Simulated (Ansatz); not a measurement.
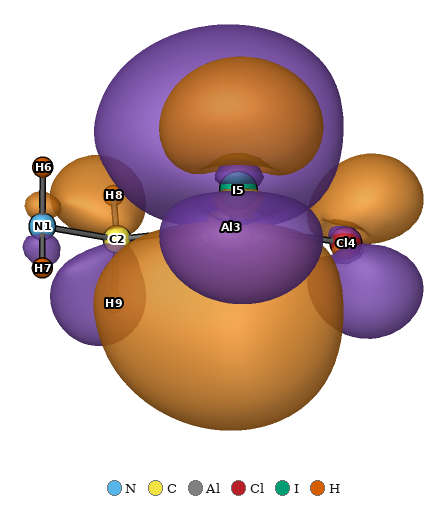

CH₄AlClIN (SMILES N[CH2][Al]([Cl])[I]). One frontier orbital at ±0.05 Å⁻³ᐟ² (orange and purple are the two phases), seen from one side.

Geometry: PBE0-D4/def2-TZVP; core potentials replace the inner electrons of I.

All numbers below come from RKS PBE0-D4/def2-TZVPP in Ansatz 0.2.0.

```yaml
atoms:
  - { symbol: N, position_ang: [0.5852, 0.4416, 1.3998] }
  - { symbol: C, position_ang: [-0.0699, -0.5783, 0.5846] }
  - { symbol: Al, position_ang: [-0.4108, -0.1454, -1.3085] }
  - { symbol: Cl, position_ang: [-1.3368, -1.4676, -2.6448] }
  - { symbol: I, position_ang: [0.2878, 2.0726, -2.1526] }
  - { symbol: H, position_ang: [0.0470, 1.2989, 1.4108] }
  - { symbol: H, position_ang: [1.4902, 0.6856, 1.0176] }
  - { symbol: H, position_ang: [-1.0232, -0.8519, 1.0510] }
  - { symbol: H, position_ang: [0.5190, -1.5017, 0.6249] }
```

Question: Which orbital is it: HOMO or LUMO?

Answer: The LUMO, at −1.33 eV. It lies mainly on Al3 (about 60 %), I5 (about 20 %) and Cl4 (about 10 %).
